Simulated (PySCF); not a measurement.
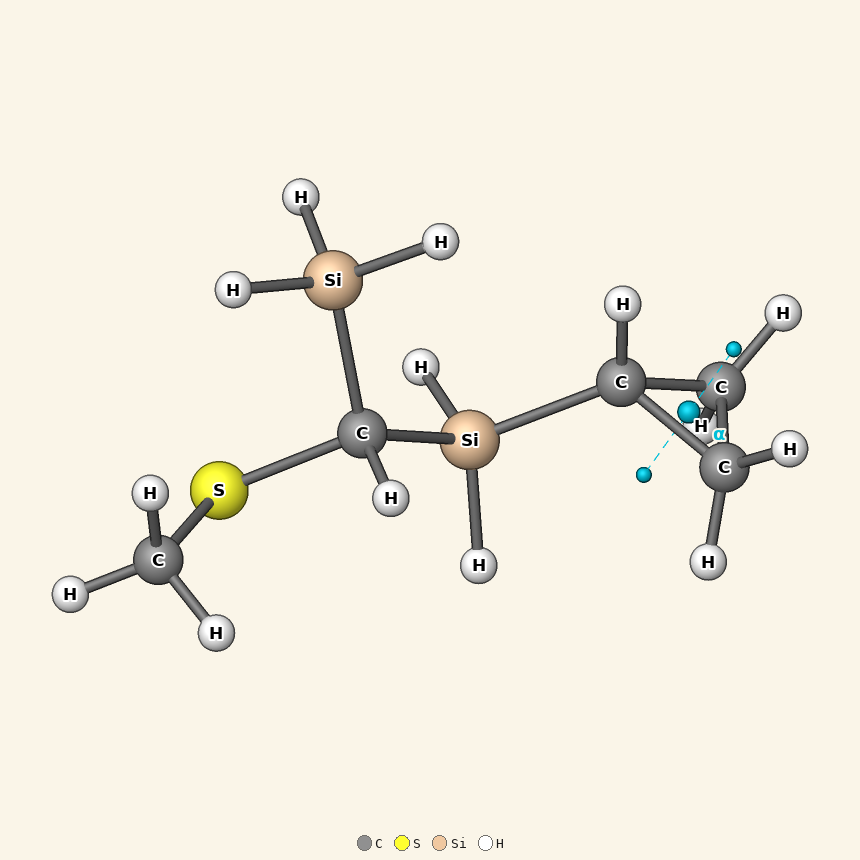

The small points mark where nucleus-independent chemical shifts (NICS) were computed: at the centre of each lettered ring and 1 Å above and below it. The geometry was computed by an optimisation with GFN2-xTB. No frequency run is at hand to confirm it as a minimum. Level of theory: GIAO PBE0/pcSseg-1 NMR shielding, non-relativistic, gas phase (PySCF 2.14.0).

Give NICS(0), NICS(1) and the out-of-plane component NICS(1)zz for each ring (means of the two sides).

```csv
ring,members,NICS(0),NICS(1),NICS(1)zz
α,C3,−45.6,−8.7,−23.5
```

Values in ppm.

The geometry is semi-empirical. Around Si such bond lengths and angles can be off by a tenth of an ångström or more and by several degrees, and values that hang on the shape move with them.
